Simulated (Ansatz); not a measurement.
InH$_{3}$Cl$_{2}$O: nudged elastic band (part 2 of 2)

InH$_{3}$Cl$_{2}$O; RKS PBE/def2-SVP (Ansatz 0.2.0). One setting was made poor on purpose. It belongs to a series of runs on one base structure; here: band between the two ends.

Geometry of the input (Å):
```
In 0.9351  -1.7738  1.1812
O  1.1759  -0.1602  -0.6890
Cl -1.4488  1.4708  -0.6766
Cl -1.0140  -0.3119  2.0460
H  0.4162  0.4800  -0.7860
H  -1.3980  0.7904  0.5166
H  1.3337  -0.4952  -1.5920
```

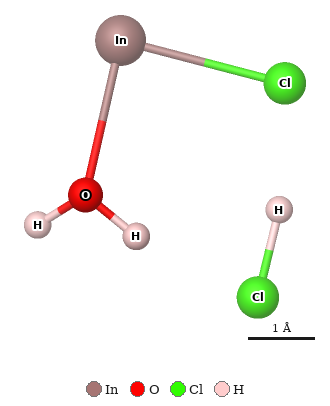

**Figure 1.** The starting structure (ball-and-stick view, seen on its broad side). Sticks mark near contacts.

Output, continued
```
NEB iter  49: max|band force component| = 8.432e-2 eV/Å  barrier→ = 0.0477 eV  barrier← = 0.0601 eV  CI = image 3  Δτ_max = 0.0018 Å  (124 SCF iters)
NEB iter  50: max|band force component| = 8.322e-2 eV/Å  barrier→ = 0.0476 eV  barrier← = 0.0601 eV  CI = image 3  Δτ_max = 0.0023 Å  (129 SCF iters)
NEB iter  51: max|band force component| = 8.139e-2 eV/Å  barrier→ = 0.0476 eV  barrier← = 0.0600 eV  CI = image 3  Δτ_max = 0.0029 Å  (132 SCF iters)
NEB iter  52: max|band force component| = 7.856e-2 eV/Å  barrier→ = 0.0475 eV  barrier← = 0.0599 eV  CI = image 3  Δτ_max = 0.0035 Å  (132 SCF iters)
NEB iter  53: max|band force component| = 7.449e-2 eV/Å  barrier→ = 0.0474 eV  barrier← = 0.0598 eV  CI = image 3  Δτ_max = 0.0045 Å  (133 SCF iters)
NEB iter  54: max|band force component| = 6.833e-2 eV/Å  barrier→ = 0.0473 eV  barrier← = 0.0597 eV  CI = image 3  Δτ_max = 0.0057 Å  (145 SCF iters)
NEB iter  55: max|band force component| = 5.945e-2 eV/Å  barrier→ = 0.0472 eV  barrier← = 0.0596 eV  CI = image 3  Δτ_max = 0.0072 Å  (155 SCF iters)
the calculation of the forces begins
reference -32296.09571074 eV, -1186.8596262898 hartree; 33, 33 occupied and 58, 58 virtual orbitals, 1023 factors
1023 factors; their error is unknown
mean field evaluation 2592: about -32296.0400 eV, gradient 1.3e-3 eV
mean field -32296.04001588 eV, -1186.8575795414 hartree, gradient 9.7e-6 eV, S^2 0.000000; 1 other end points of the search recorded, 0 dependent functions left out
the calculation of the forces begins
reference -32296.04005335 eV, -1186.8575809183 hartree; 33, 33 occupied and 58, 58 virtual orbitals, 1023 factors
NEB iter  56: max|band force component| = 4.751e-2 eV/Å  barrier→ = 0.0470 eV  barrier← = 0.0594 eV  CI = image 3  Δτ_max = 0.0000 Å  (337 SCF iters)
```

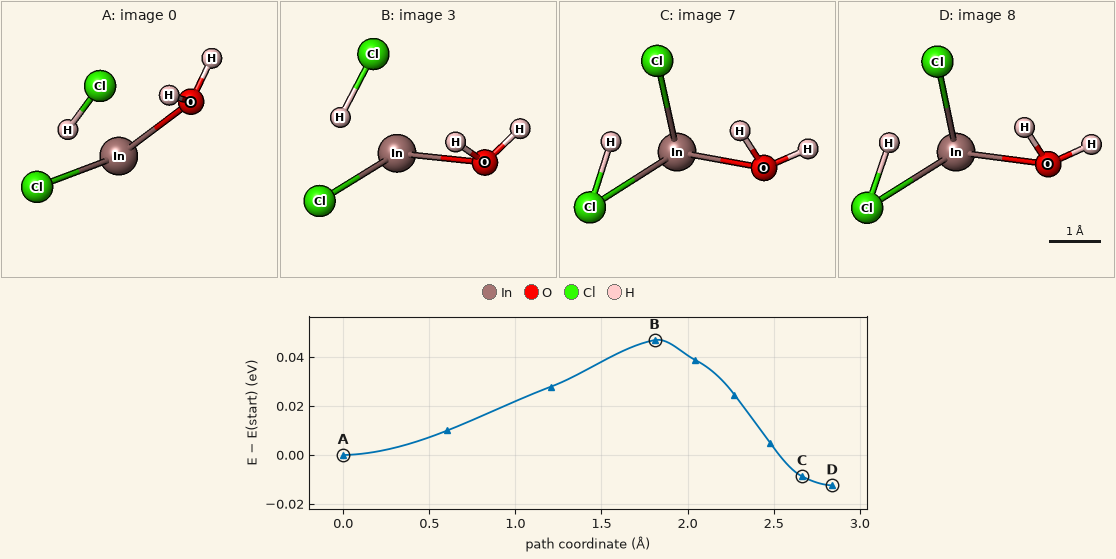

**Figure 2.** Images of the last band (counted from 0; ball-and-stick, seen at a tilt) above the energy along the path; the line is a cubic interpolation that uses the forces. The highest image is number 3, 0.047 eV above the start and 0.059 eV above the end (the climbing image); the end lies 0.012 eV below the start. The path is 2.84 Å long. The band converged in 56 iterations.

```
Total energy: -32296.04005335 eV, -1186.8575809183 hartree
Atom 0 at    -0.001331    -1.823519     0.592405 Å, force     0.007758     0.006362     0.003567 eV/Å
Atom 1 at     1.396074    -0.042508    -0.592880 Å, force    -0.003856     0.012375     0.001127 eV/Å
Atom 2 at    -1.701996     0.598932    -0.728381 Å, force     0.015615     0.009894     0.003621 eV/Å
Atom 3 at    -0.506674     0.230005     2.183666 Å, force    -0.018978    -0.009701     0.011552 eV/Å
Atom 4 at     0.685852     0.640775    -0.549937 Å, force    -0.012158    -0.006017    -0.024300 eV/Å
Atom 5 at    -1.330750     0.619076     0.646966 Å, force     0.004171    -0.000630     0.009843 eV/Å
Atom 6 at     1.458826    -0.222662    -1.551737 Å, force     0.007448    -0.012282    -0.005411 eV/Å
Dipole moment:     0.362670    -0.383757    -0.539494 e Å
this run last wrote the band of iteration 56 to [file]
```

The last band as extended XYZ (Å, eV, eV/Å)
```
7
Properties=species:S:1:pos:R:3:forces:R:3 image=0 energy=-32296.08700
In    0.9351   -1.7738    1.1812   -0.0005   0.0013   0.0005
O     1.1759   -0.1602   -0.6890    0.0140  -0.0089   0.0003
Cl   -1.4488    1.4708   -0.6766    0.0005  -0.0025   0.0076
Cl   -1.0140   -0.3119    2.0460    0.0016  -0.0049   0.0033
H     0.4162    0.4800   -0.7860   -0.0108   0.0062  -0.0054
H    -1.3980    0.7904    0.5166   -0.0031   0.0079  -0.0099
H     1.3337   -0.4952   -1.5920   -0.0018   0.0009   0.0035
7
Properties=species:S:1:pos:R:3:forces:R:3 image=1 energy=-32296.07697
In    0.6325   -1.8984    0.9867    0.0148   0.0036   0.0094
O     1.2297   -0.1054   -0.6361    0.0059  -0.0089  -0.0157
Cl   -1.5656    1.2232   -0.7466    0.0035   0.0130   0.0034
Cl   -0.8081   -0.0980    2.1551   -0.0121  -0.0101  -0.0001
H     0.4502    0.5059   -0.7472   -0.0062   0.0025  -0.0070
H    -1.3858    0.7556    0.5351   -0.0023   0.0024   0.0007
H     1.4471   -0.3827   -1.5470   -0.0035  -0.0026   0.0094
7
Properties=species:S:1:pos:R:3:forces:R:3 image=2 energy=-32296.05900
In    0.2881   -1.8856    0.7796    0.0128   0.0078   0.0085
O     1.3054   -0.0431   -0.5977    0.0056  -0.0001  -0.0133
Cl   -1.6439    0.9160   -0.7540    0.0059   0.0107   0.0052
Cl   -0.6393    0.0743    2.2105   -0.0198  -0.0123   0.0085
H     0.5149    0.5485   -0.7112   -0.0016   0.0036  -0.0151
H    -1.3569    0.6877    0.5863   -0.0027   0.0009   0.0050
H     1.5318   -0.2977   -1.5134   -0.0002  -0.0106   0.0012
7
Properties=species:S:1:pos:R:3:forces:R:3 image=3 energy=-32296.04002
In   -0.0013   -1.8235    0.5924    0.0078   0.0064   0.0036
O     1.3961   -0.0425   -0.5929   -0.0039   0.0124   0.0011
Cl   -1.7020    0.5989   -0.7284    0.0156   0.0099   0.0036
Cl   -0.5067    0.2300    2.1837   -0.0190  -0.0097   0.0116
H     0.6859    0.6408   -0.5499   -0.0122  -0.0060  -0.0243
H    -1.3308    0.6191    0.6470    0.0042  -0.0006   0.0098
H     1.4588   -0.2227   -1.5517    0.0074  -0.0123  -0.0054
7
Properties=species:S:1:pos:R:3:forces:R:3 image=4 energy=-32296.04811
In   -0.0660   -1.7899    0.5365    0.0048   0.0115  -0.0017
O     1.3749   -0.0304   -0.6272   -0.0117   0.0228   0.0119
Cl   -1.6737    0.5769   -0.6597    0.0156   0.0084   0.0106
Cl   -0.5102    0.2663    2.2192   -0.0229  -0.0061   0.0139
H     0.6159    0.6036   -0.6719   -0.0066  -0.0129  -0.0291
H    -1.2600    0.6286    0.7706    0.0010  -0.0038   0.0153
H     1.5192   -0.2550   -1.5673    0.0199  -0.0199  -0.0209
7
Properties=species:S:1:pos:R:3:forces:R:3 image=5 energy=-32296.06230
In   -0.1179   -1.7675    0.4534   -0.0199   0.0214  -0.0338
O     1.3786    0.0000   -0.6133    0.0082   0.0119  -0.0144
Cl   -1.6446    0.4808   -0.6822    0.0293  -0.0268   0.0038
Cl   -0.5787    0.3226    2.2294   -0.0381   0.0226   0.0119
H     0.5820    0.5815   -0.7290   -0.0153  -0.0103  -0.0306
H    -1.2288    0.6164    0.8757    0.0158  -0.0086   0.0632
H     1.6095   -0.2337   -1.5340    0.0199  -0.0101  -0.0001
7
Properties=species:S:1:pos:R:3:forces:R:3 image=6 energy=-32296.08208
In   -0.1784   -1.7705    0.3660   -0.0195   0.0251  -0.0371
O     1.3725    0.0150   -0.5855    0.0106   0.0064  -0.0182
Cl   -1.6300    0.3927   -0.7352    0.0232  -0.0364  -0.0057
Cl   -0.6049    0.3769    2.2401   -0.0378   0.0218   0.0301
H     0.5543    0.5546   -0.7594    0.0004  -0.0052  -0.0317
H    -1.2040    0.6294    0.9588    0.0040  -0.0002   0.0693
H     1.6905   -0.1980   -1.4847    0.0191  -0.0115  -0.0067
7
Properties=species:S:1:pos:R:3:forces:R:3 image=7 energy=-32296.09567
In   -0.2116   -1.7602    0.3163   -0.0019   0.0077  -0.0026
O     1.3754    0.0159   -0.6017    0.0116  -0.0011  -0.0151
Cl   -1.6155    0.3478   -0.7607    0.0039  -0.0045   0.0033
Cl   -0.6544    0.4122    2.3009   -0.0180   0.0026   0.0164
H     0.5516    0.5266   -0.8319    0.0080   0.0034  -0.0145
H    -1.2081    0.6590    1.0493   -0.0103  -0.0012   0.0193
H     1.7626   -0.2012   -1.4720    0.0068  -0.0069  -0.0068
7
Properties=species:S:1:pos:R:3:forces:R:3 image=8 energy=-32296.09941
In   -0.1957   -1.7262    0.3350   -0.0031  -0.0125  -0.0100
O     1.4065    0.0073   -0.6444    0.0193   0.0041   0.0135
Cl   -1.5853    0.3671   -0.7577    0.0092  -0.0026   0.0224
Cl   -0.7564    0.4039    2.3614   -0.0103   0.0086  -0.0155
H     0.5887    0.5226   -0.8847    0.0119  -0.0112  -0.0237
H    -1.2558    0.6635    1.0959   -0.0022   0.0028   0.0091
H     1.7981   -0.2380   -1.5054   -0.0247   0.0109   0.0042
```

Summary

- outcome: converged
- barrier, forward: 0.047 eV
- barrier, backward: 0.059 eV
- hardware: 2 threads of Intel Xeon (Granite Rapids), 176 GiB of memory available, shared host
- wall time: 4.7 min (CPU time 8.9 min)
- peak memory: 0.14 GiB

A deliberately poor setting: step length. The order of the saddle point was not checked.
